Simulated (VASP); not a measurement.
# A VASP study of ReB2 (r2SCAN + rVV10): structure first, properties next, part 5 of 6

Wanted: the relaxed cell of ReB2 and its properties. The start is a cell from a database of measured crystal structures.

VASP 6.6.1; r2SCAN with rVV10; plane waves and PAW (Re, B).

So far. Step 10 (Volume scan with r2SCAN + rVV10 (run 5)): The run ends at a pressure of -6.97 GPa, with forces up to 0.0040 eV/Å.

**11. Volume scan with r2SCAN + rVV10 (run 6)**

Input file INCAR:

```
SYSTEM = ReB2
PREC = Accurate
ENCUT = 420
EDIFF = 1E-06
NELM = 100
ISMEAR = 0
SIGMA = 0.05
LREAL = .FALSE.
ALGO = Normal
METAGGA = R2SCAN
LUSE_VDW = .TRUE.
IVDW_NL = 2
BPARAM = 11.95
CPARAM = 0.0093
LASPH = .TRUE.
NBANDS = 19
LORBIT = 11
LWAVE = .FALSE.
LCHARG = .FALSE.
KPAR = 4
ISIF = 2
```

Input file POSCAR:

```
ReB2
1.0
    2.9399697724      0.0000000000      0.0000000000
   -1.4699848862      2.5460885092      0.0000000000
    0.0000000000      0.0000000000      7.5785118820
Re B
2 4
Direct
    0.3333333333      0.6666666667      0.2500000000
    0.6666666667      0.3333333333      0.7500000000
    0.3333333333      0.6666666667      0.5480082846
    0.6666666667      0.3333333333      0.0480082846
    0.3333333333      0.6666666667      0.9519917154
    0.6666666667      0.3333333333      0.4519917154
```

Input file KPOINTS:

```
Automatic mesh
0
Gamma
8 8 3
0 0 0
```

PAW data sets: Re and B (PBE family, release 64).

On the command line:

```sh
mpirun -np 4 vasp_std
```

What it wrote:

```text
[... set-up lines as in an earlier step ...]
 entering main loop
       N       E                     dE             d eps       ncg     rms          rms(c)
Total rVV10 correction in eV:      0.2978568    35.8663179
Total rVV10 correction in eV:      0.2978568    35.8663179
Total rVV10 correction in eV:      0.2978568    35.8663179
Total rVV10 correction in eV:      0.2978568    35.8663179
DAV:   1    -0.267941959530E+02   -0.26794E+02   -0.11555E+04  1501   0.144E+03
DAV:   2    -0.137743124629E+03   -0.11095E+03   -0.10426E+03  1448   0.410E+02
DAV:   3    -0.143907647006E+03   -0.61645E+01   -0.59496E+01  1367   0.106E+02
DAV:   4    -0.144067207657E+03   -0.15956E+00   -0.15666E+00  1432   0.109E+01
DAV:   5    -0.144069991918E+03   -0.27843E-02   -0.27661E-02  1336   0.177E+00    0.538E+01
Total rVV10 correction in eV:      0.2779188    35.8663179
Total rVV10 correction in eV:      0.2779188    35.8663179
Total rVV10 correction in eV:      0.2779188    35.8663179
Total rVV10 correction in eV:      0.2779188    35.8663179
[...]
Total rVV10 correction in eV:      0.2768233    35.8663179
DAV:  10    -0.136528779191E+03   -0.10238E-03   -0.93167E-04  1360   0.487E-01    0.394E-02
Total rVV10 correction in eV:      0.2768963    35.8663179
Total rVV10 correction in eV:      0.2768963    35.8663179
Total rVV10 correction in eV:      0.2768963    35.8663179
Total rVV10 correction in eV:      0.2768963    35.8663179
DAV:  11    -0.136528791809E+03   -0.12618E-04   -0.92266E-05  1304   0.133E-01    0.242E-02
Total rVV10 correction in eV:      0.2769343    35.8663179
Total rVV10 correction in eV:      0.2769343    35.8663179
Total rVV10 correction in eV:      0.2769343    35.8663179
Total rVV10 correction in eV:      0.2769343    35.8663179
DAV:  12    -0.136528792152E+03   -0.34334E-06   -0.56794E-06  1000   0.429E-02
Total rVV10 correction in eV:      0.2769381    35.8663179
Total rVV10 correction in eV:      0.2769381    35.8663179
Total rVV10 correction in eV:      0.2769381    35.8663179
Total rVV10 correction in eV:      0.2769381    35.8663179
Total rVV10 correction in eV:      0.2769403    35.8663179
Total rVV10 correction in eV:      0.2769403    35.8663179
Total rVV10 correction in eV:      0.2769403    35.8663179
Total rVV10 correction in eV:      0.2769403    35.8663179
   1 F= -.13652879E+03 E0= -.13652697E+03  d E =-.364434E-02
```

It took 32 s on 4 MPI ranks of Intel Xeon Platinum 8488C (Sapphire Rapids), shared host; peak memory 0.96 GiB; 2 min of CPU time.

OUTCAR, selected parts (step 11):

```text
  Total       -4.1347868     -4.1347868     -5.8176135     -0.0000000     -0.0000000      0.0000000
  in kB     -116.7786386   -116.7786386   -164.3066534     -0.0000000     -0.0000000      0.0000000
  external PRESSURE =    -132.6213102 kB  Pullay stress =       0.0000000 kB

 POSITION                                       TOTAL-FORCE (eV/Angst)
 -----------------------------------------------------------------------------------
     -0.00000      1.69739      1.89463         0.000000     -0.000000      0.000000
      1.46998      0.84870      5.68388        -0.000000      0.000000      0.000000
     -0.00000      1.69739      4.15309        -0.000000     -0.000000      0.002485
      1.46998      0.84870      0.36383         0.000000      0.000000      0.002485
     -0.00000      1.69739      7.21468        -0.000000      0.000000     -0.002485
      1.46998      0.84870      3.42542         0.000000     -0.000000     -0.002485
 -----------------------------------------------------------------------------------
    total drift:                               -0.000000      0.000000     -0.000000

  FREE ENERGIE OF THE ION-ELECTRON SYSTEM (eV)
  ---------------------------------------------------
  free  energy   TOTEN  =      -136.5287921522 eV

  energy  without entropy=     -136.5251478127  energy(sigma->0) =     -136.52696998

[... 1 part as in an earlier step ...]

[... 2 further parts left out ...]
[key lines of the parts left out:]
E-fermi :   7.5783
```

The pressure falls from -6.97 to -13.26 GPa.

The run ends at a pressure of -13.26 GPa, with forces up to 0.0025 eV/Å.

**12. Volume scan with r2SCAN + rVV10 (run 7)**

A prediction first. A parabola through the 6 pressures of evenly scaled cells so far, P = -0.03 -367.6 t +781 t² GPa with t = ln(V/V₁) and V₁ the volume at scale 1, gives -18.80 GPa at t = +0.0583.

INCAR is that of step 11.

Edit POSCAR of step 11 so:

```diff
@@ -2,5 +2,5 @@
 1.0
-    2.9399697724      0.0000000000      0.0000000000
-   -1.4699848862      2.5460885092      0.0000000000
-    0.0000000000      0.0000000000      7.5785118820
+    2.9586961994      0.0000000000      0.0000000000
+   -1.4793480997      2.5623060707      0.0000000000
+    0.0000000000      0.0000000000      7.6267839598
 Re B
```

KPOINTS is that of step 11.

On the command line:

```sh
mpirun -np 4 vasp_std
```

What it wrote:

```text
[... set-up lines as in an earlier step ...]
 entering main loop
       N       E                     dE             d eps       ncg     rms          rms(c)
Total rVV10 correction in eV:      0.3041350    35.8663179
Total rVV10 correction in eV:      0.3041350    35.8663179
Total rVV10 correction in eV:      0.3041350    35.8663179
Total rVV10 correction in eV:      0.3041350    35.8663179
DAV:   1    -0.298254425036E+02   -0.29825E+02   -0.11527E+04  1509   0.144E+03
DAV:   2    -0.138183672497E+03   -0.10836E+03   -0.10206E+03  1436   0.419E+02
DAV:   3    -0.143813351969E+03   -0.56297E+01   -0.54371E+01  1401   0.924E+01
DAV:   4    -0.143941270975E+03   -0.12792E+00   -0.12611E+00  1400   0.955E+00
DAV:   5    -0.143943647894E+03   -0.23769E-02   -0.23625E-02  1328   0.171E+00    0.518E+01
Total rVV10 correction in eV:      0.2835742    35.8663178
Total rVV10 correction in eV:      0.2835742    35.8663178
Total rVV10 correction in eV:      0.2835742    35.8663178
Total rVV10 correction in eV:      0.2835742    35.8663178
[...]
Total rVV10 correction in eV:      0.2822524    35.8663179
DAV:  10    -0.136419051980E+03   -0.16175E-03   -0.95274E-04  1360   0.469E-01    0.333E-02
Total rVV10 correction in eV:      0.2823173    35.8663179
Total rVV10 correction in eV:      0.2823173    35.8663179
Total rVV10 correction in eV:      0.2823173    35.8663179
Total rVV10 correction in eV:      0.2823173    35.8663179
DAV:  11    -0.136419062933E+03   -0.10953E-04   -0.98055E-05  1304   0.126E-01    0.302E-02
Total rVV10 correction in eV:      0.2823580    35.8663179
Total rVV10 correction in eV:      0.2823580    35.8663179
Total rVV10 correction in eV:      0.2823580    35.8663179
Total rVV10 correction in eV:      0.2823580    35.8663179
DAV:  12    -0.136419063399E+03   -0.46589E-06   -0.83920E-06  1160   0.402E-02
Total rVV10 correction in eV:      0.2823605    35.8663179
Total rVV10 correction in eV:      0.2823605    35.8663179
Total rVV10 correction in eV:      0.2823605    35.8663179
Total rVV10 correction in eV:      0.2823605    35.8663179
Total rVV10 correction in eV:      0.2823633    35.8663179
Total rVV10 correction in eV:      0.2823633    35.8663179
Total rVV10 correction in eV:      0.2823633    35.8663179
Total rVV10 correction in eV:      0.2823633    35.8663179
   1 F= -.13641906E+03 E0= -.13641722E+03  d E =-.369037E-02
```

The job ended after 33 s (4 MPI ranks; peak memory 0.96 GiB).

From OUTCAR (step 12):

```text
  Total       -6.0264397     -6.0264397     -8.4487787      0.0000000      0.0000000      0.0000000
  in kB     -166.9931169   -166.9931169   -234.1163226      0.0000000      0.0000000      0.0000000
  external PRESSURE =    -189.3675188 kB  Pullay stress =       0.0000000 kB

 POSITION                                       TOTAL-FORCE (eV/Angst)
 -----------------------------------------------------------------------------------
     -0.00000      1.70820      1.90670        -0.000000      0.000000      0.000000
      1.47935      0.85410      5.72009         0.000000     -0.000000      0.000000
     -0.00000      1.70820      4.17954         0.000000     -0.000000     -0.000417
      1.47935      0.85410      0.36615        -0.000000      0.000000     -0.000417
     -0.00000      1.70820      7.26064        -0.000000     -0.000000      0.000417
      1.47935      0.85410      3.44724         0.000000      0.000000      0.000417
 -----------------------------------------------------------------------------------
    total drift:                               -0.000000      0.000000     -0.000000

  FREE ENERGIE OF THE ION-ELECTRON SYSTEM (eV)
  ---------------------------------------------------
  free  energy   TOTEN  =      -136.4190633985 eV

  energy  without entropy=     -136.4153730282  energy(sigma->0) =     -136.41721821

[... 1 part as in an earlier step ...]

[... 2 further parts left out ...]
[key lines of the parts left out:]
E-fermi :   7.3648
```

The pressure falls from -13.26 to -18.94 GPa. The parabola predicted -18.80 GPa, +0.14 GPa off.

**13. Side by side**

Times are for 4 MPI ranks of Intel Xeon Platinum 8488C (Sapphire Rapids), shared host. The runs compared:

| no. | volume scale | energy above the lowest point (meV/atom) | pressure (GPa) | time | memory (GiB) |
| --- | --- | --- | --- | --- | --- |
| 1 | 0.94 | 41.6 | 25.73 | 45 s | 0.97 |
| 2 | 0.96 | 17.85 | 16.26 | 40 s | 0.96 |
| 3 | 0.98 | 4.31 | 7.708 | 32 s | 0.96 |
| 4 | 1 | 0 | -0.009620 | 30 s | 0.95 |
| 5 | 1.02 | 4 | -6.974 | 31 s | 0.95 |
| 6 | 1.04 | 15.51 | -13.26 | 32 s | 0.96 |
| 7 | 1.06 | 33.81 | -18.94 | 33 s | 0.96 |

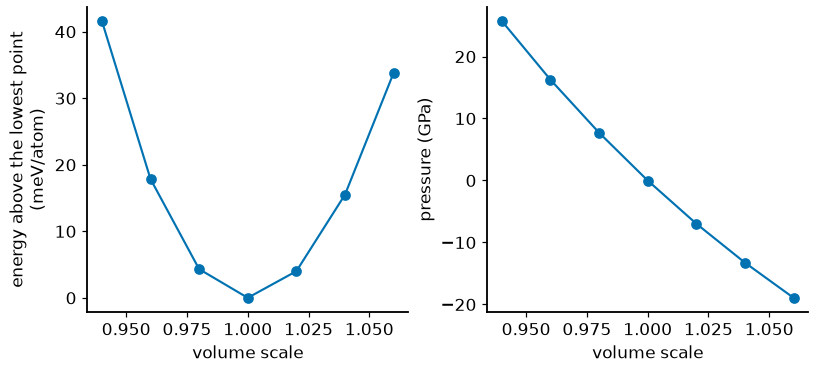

The series as plots.

**14. Fit for r2SCAN + rVV10**

This step: Birch-Murnaghan fit, r2SCAN with rVV10; plane waves and PAW (VASP 6.6.1).

No new run; the numbers come from the runs before.

Numbers from this step:

| Property | Result |
| --- | --- |
| pressure derivative of the bulk modulus | 4.125 |
| r.m.s. error of the fit | 8.05e-7 eV/atom |
| minimum inside the sampled range | yes |
| bulk modulus | 366.1 GPa |
| equilibrium volume of the fit | 9.091 Å³/atom |

The energy above the fitted minimum by volume:

| volume (Å³/atom) | energy above the fitted minimum (eV/atom) |
| --- | --- |
| 8.546 | 0.0416 |
| 8.727 | 0.0179 |
| 8.909 | 0.00431 |
| 9.091 | -1.2e-7 |
| 9.273 | 0.00400 |
| 9.455 | 0.0155 |
| 9.637 | 0.0338 |

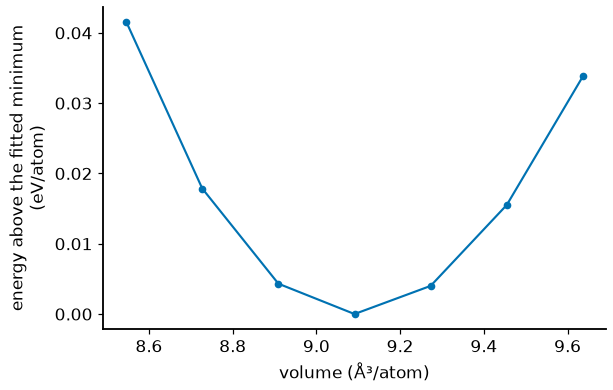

Energy above the fitted minimum against volume.

The fitted volume lies +0.00 % from the relaxed one.

**15. Optical spectrum (r2SCAN + rVV10)**

This step: r2SCAN with rVV10; plane waves and PAW (Re, B) (VASP 6.6.1).

LOPTICS sums transitions from filled to empty bands. The mesh is finer than in the run before. NBANDS is raised for it.

Edit INCAR of step 12 so:

```diff
@@ -15,3 +15,3 @@
 LASPH = .TRUE.
-NBANDS = 19
+NBANDS = 61
 LORBIT = 11
@@ -20,2 +20,4 @@
 KPAR = 4
-ISIF = 2
+LOPTICS = .TRUE.
+NEDOS = 1500
+CSHIFT = 0.1
```

Edit POSCAR of step 12 so:

```diff
@@ -2,5 +2,5 @@
 1.0
-    2.9586961994      0.0000000000      0.0000000000
-   -1.4793480997      2.5623060707      0.0000000000
-    0.0000000000      0.0000000000      7.6267839598
+    2.9017840246      0.0000000000      0.0000000000
+   -1.4508920123      2.5130186816      0.0000000000
+    0.0000000000      0.0000000000      7.4800785083
 Re B
```

Input file KPOINTS:

```
Automatic mesh
0
Gamma
11 11 4
0 0 0
```

On the command line:

```sh
mpirun -np 4 vasp_std
```

What it wrote:

```text
[... set-up lines as in an earlier step ...]
 entering main loop
       N       E                     dE             d eps       ncg     rms          rms(c)
Total rVV10 correction in eV:      0.2851813    35.8663179
Total rVV10 correction in eV:      0.2851813    35.8663179
Total rVV10 correction in eV:      0.2851813    35.8663179
Total rVV10 correction in eV:      0.2851813    35.8663179
DAV:   1    -0.489110877100E+00   -0.48911E+00   -0.87582E+03 11704   0.451E+02
DAV:   2    -0.139277647506E+03   -0.13879E+03   -0.12306E+03 10192   0.177E+02
DAV:   3    -0.144283455352E+03   -0.50058E+01   -0.49189E+01 10264   0.433E+01
DAV:   4    -0.144307799873E+03   -0.24345E-01   -0.24329E-01 10176   0.154E+00
DAV:   5    -0.144307947594E+03   -0.14772E-03   -0.14766E-03  9488   0.211E-01    0.584E+01
Total rVV10 correction in eV:      0.2666210    35.8663179
Total rVV10 correction in eV:      0.2666210    35.8663179
Total rVV10 correction in eV:      0.2666210    35.8663179
Total rVV10 correction in eV:      0.2666210    35.8663179
DAV:   6    -0.136821331814E+03    0.74866E+01   -0.66665E+00 10696   0.298E+01    0.115E+01
Total rVV10 correction in eV:      0.2670014    35.8663180
Total rVV10 correction in eV:      0.2670014    35.8663180
Total rVV10 correction in eV:      0.2670014    35.8663180
Total rVV10 correction in eV:      0.2670014    35.8663180
DAV:   7    -0.136697937646E+03    0.12339E+00   -0.10154E+00 10456   0.849E+00    0.128E+01
Total rVV10 correction in eV:      0.2650694    35.8663180
Total rVV10 correction in eV:      0.2650694    35.8663180
Total rVV10 correction in eV:      0.2650694    35.8663180
Total rVV10 correction in eV:      0.2650694    35.8663180
DAV:   8    -0.136652098140E+03    0.45840E-01   -0.13468E-01 10704   0.224E+00    0.108E+00
Total rVV10 correction in eV:      0.2656222    35.8663180
Total rVV10 correction in eV:      0.2656222    35.8663180
Total rVV10 correction in eV:      0.2656222    35.8663180
Total rVV10 correction in eV:      0.2656222    35.8663180
DAV:   9    -0.136646040743E+03    0.60574E-02   -0.14171E-02 10952   0.884E-01    0.285E-01
Total rVV10 correction in eV:      0.2657594    35.8663180
Total rVV10 correction in eV:      0.2657594    35.8663180
Total rVV10 correction in eV:      0.2657594    35.8663180
Total rVV10 correction in eV:      0.2657594    35.8663180
DAV:  10    -0.136645030690E+03    0.10101E-02   -0.12180E-03  9915   0.467E-01    0.135E-01
Total rVV10 correction in eV:      0.2658149    35.8663180
Total rVV10 correction in eV:      0.2658149    35.8663180
Total rVV10 correction in eV:      0.2658149    35.8663180
Total rVV10 correction in eV:      0.2658149    35.8663180
DAV:  11    -0.136645034050E+03   -0.33600E-05   -0.72074E-05 10112   0.586E-02    0.286E-02
Total rVV10 correction in eV:      0.2658999    35.8663180
Total rVV10 correction in eV:      0.2658999    35.8663180
Total rVV10 correction in eV:      0.2658999    35.8663180
Total rVV10 correction in eV:      0.2658999    35.8663180
DAV:  12    -0.136645038384E+03   -0.43333E-05   -0.12360E-05  9664   0.335E-02    0.193E-02
Total rVV10 correction in eV:      0.2658995    35.8663180
Total rVV10 correction in eV:      0.2658995    35.8663180
Total rVV10 correction in eV:      0.2658995    35.8663180
Total rVV10 correction in eV:      0.2658995    35.8663180
DAV:  13    -0.136645038379E+03    0.45106E-08   -0.23992E-07  4656   0.387E-03
Total rVV10 correction in eV:      0.2658970    35.8663180
Total rVV10 correction in eV:      0.2658970    35.8663180
Total rVV10 correction in eV:      0.2658970    35.8663180
Total rVV10 correction in eV:      0.2658970    35.8663180
Total rVV10 correction in eV:      0.2658991    35.8663180
Total rVV10 correction in eV:      0.2658991    35.8663180
Total rVV10 correction in eV:      0.2658991    35.8663180
Total rVV10 correction in eV:      0.2658991    35.8663180
   1 F= -.13664504E+03 E0= -.13664376E+03  d E =-.255331E-02
 optical routines
 imaginary and real dielectric function
 direction            1
 direction            2
 direction            3
```

It took 1.9 min on 4 MPI ranks; peak memory 1.3 GiB.

Parts of OUTCAR (step 15):

```text
   k-points           NKPTS =     48   k-points in BZ     NKDIM =     48   number of bands    NBANDS=     61

   NELECT =      26.0000    total number of electrons

 E-fermi :   7.8791

 k-point     1 :       0.0000    0.0000    0.0000
  band No.  band energies     occupation
    ...
      8       5.1859      2.00000
      9       5.5240      2.00000
     10       5.5240      2.00000
     11       5.7011      2.00000
     12       5.7011      2.00000
     13       8.0975      0.00000
     14       8.0975      0.00000
     15      10.5157      0.00000
     16      10.5157      0.00000
     17      12.1797      0.00000
    ...

  Total        0.1025942      0.1025942     -0.2800854      0.0000000     -0.0000000      0.0000000
  in kB        3.0134663      3.0134663     -8.2268587      0.0000000     -0.0000000      0.0000000
  external PRESSURE =      -0.7333087 kB  Pullay stress =       0.0000000 kB

 POSITION                                       TOTAL-FORCE (eV/Angst)
 -----------------------------------------------------------------------------------
     -0.00000      1.67535      1.87002         0.000000     -0.000000      0.000000
      1.45089      0.83767      5.61006        -0.000000      0.000000      0.000000
     -0.00000      1.67535      4.09914         0.000000     -0.000000     -0.005943
      1.45089      0.83767      0.35911        -0.000000      0.000000     -0.005943
     -0.00000      1.67535      7.12097         0.000000     -0.000000      0.005943
      1.45089      0.83767      3.38093         0.000000      0.000000      0.005943
 -----------------------------------------------------------------------------------
    total drift:                               -0.000000      0.000000     -0.000000

  FREE ENERGIE OF THE ION-ELECTRON SYSTEM (eV)
  ---------------------------------------------------
  free  energy   TOTEN  =      -136.6450383791 eV

  energy  without entropy=     -136.6424850729  energy(sigma->0) =     -136.64376173

 plasma frequency squared (from intraband transitions) (eV^2)
  --------------------------------------------------------------------------------------
      59.346       0.000      -0.000
       0.000      59.346       0.000
       0.000       0.000     145.216

[... 8 parts as in an earlier step ...]

[... 8 further parts left out ...]
```

These are independent-particle spectra without excitons or local fields, and fine structure depends on the mesh and on CSHIFT. The intraband (Drude) part is not in this spectrum.

Numbers from this step:

```
SCF cycles              : 13
bands                   : 61
irreducible k-points    : 48
free energy (TOTEN)     : -136.6450 eV
energy at zero smearing : -136.6438 eV
Fermi energy            : 7.879 eV
pressure                : -0.07333 GPa
```

The imaginary dielectric function has structure finer than the step of the table below, so its rows give means over 2 eV, whole bins alone (the curve runs from 0 to 25.0 eV). Peaks (eV: height): xx 0.5: 7.87, 2.6: 14.7, 5.2: 18.1, 6.6: 13.4, 9.8: 11.5; zz 2.1: 20.4, 2.6: 36.1, 3.7: 23.8, 4.8: 15.0, 5.8: 18.4, 11.6: 9.77.

Table of imaginary dielectric function by photon energy; means over each step:

| photon energy (eV) | xx | zz |
| --- | --- | --- |
| 2 | 5.93 | 14.3 |
| 4 | 7.69 | 16.0 |
| 6 | 13.4 | 10.9 |
| 8 | 8.31 | 5.73 |
| 10 | 8.97 | 7.24 |
| 12 | 5.55 | 7.81 |
| 14 | 4.19 | 2.87 |
| 16 | 2.33 | 1.85 |
| 18 | 1.32 | 1.01 |
| 20 | 0.870 | 0.769 |
| 22 | 0.600 | 0.649 |

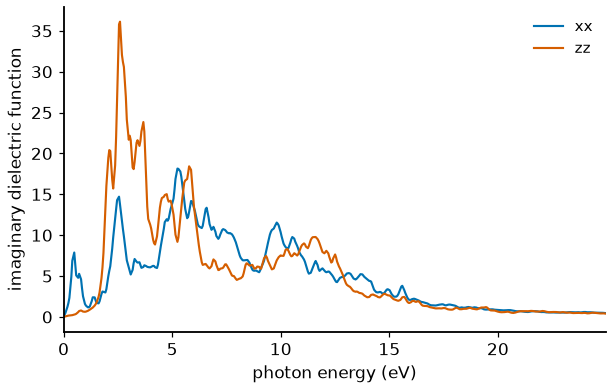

Imaginary dielectric function against photon energy.

Real dielectric function against photon energy:

| photon energy (eV) | xx | zz |
| --- | --- | --- |
| 0.0 | 19.0 | 20.3 |
| 2.5 | 14.2 | 29.8 |
| 5.0 | 13.1 | 1.14 |
| 7.5 | 0.959 | -0.160 |
| 10.0 | -1.33 | 1.91 |
| 12.5 | -2.44 | -4.30 |
| 15.0 | -2.64 | -2.61 |
| 17.5 | -1.67 | -1.52 |
| 20.0 | -0.998 | -1.05 |
| 22.5 | -0.432 | -0.424 |

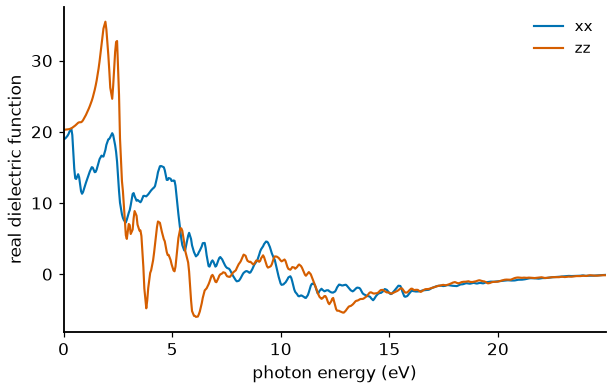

Real dielectric function against photon energy.

[end of part 5 of 6]

[Lines on the potential files, build, host, timing and source positions are cut from VASP's logs without a mark.]

[Logs are printed without paths, hosts, clocks, repeated set-up lines and the standing remarks that a program may print on its own settings, such as how far it seeks lower states.]

[Hosts, paths, dates, database ids (printed as entryN), source tags and the programs' standing remarks are cut or masked in the printed files.]

[A measured line is paired with the nearest computed mode of its activity, which favours agreement.]
